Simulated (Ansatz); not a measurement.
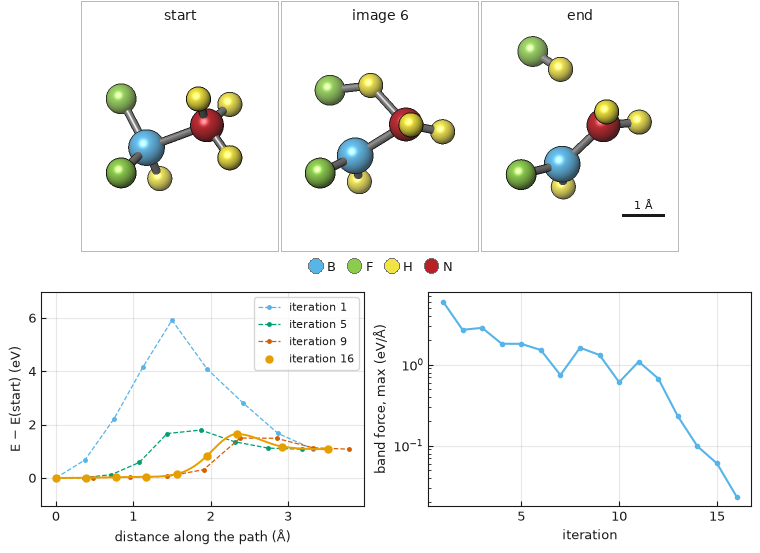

NEB run on BNH₄F₂. Images are numbered from 0 (start) to 8 (end). The plot follows the band through its iterations. A ball-and-stick model, seen from a free direction.

The calculation used Ansatz 0.2.0, RKS BHLYP-D4/def2-SVP. Settings: 7 movable images; climbing image; force threshold 0.05 eV/Å; iteration limit 60; starting path through a guess of the saddle point.

**Did the band converge, and can the barrier be trusted?**

The result is final at these settings. The band converged in 16 iterations. The largest component of the band force went from 6 to 0.024 eV/Å. The climbing image converged on the top of the path. Its vibrational analysis gives one imaginary mode (1017i cm⁻¹), as a transition state must have. The first iteration put the highest image at 5.91 eV. Forward barrier 1.65 eV, backward barrier 0.57 eV, with image 6 at the top; the reaction energy is +1.08 eV.

The run took 5 min on 1 thread of Arm Neoverse V1 (shared host), peak memory 0.14 GiB.
